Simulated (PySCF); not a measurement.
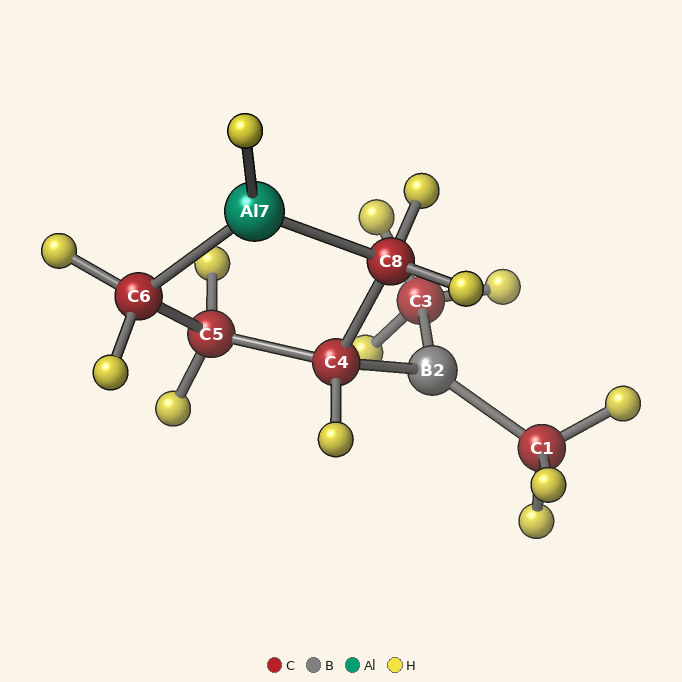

Atoms fade into the background with distance from the viewer. The geometry was computed by an optimisation with PBE0-D3(BJ)/def2-SVP. No frequency run is at hand to confirm it as a minimum.

How is the 5-membered ring C4–C5–C6–Al7–C8 puckered?

Answer. It is a twist (half-chair). The Cremer–Pople amplitude Q is 0.42 Å.

Give the torsion angles round the ring, beginning with the bond from its second to its third atom.

Answer. 36°, −12°, −13°, 36°, −51°.
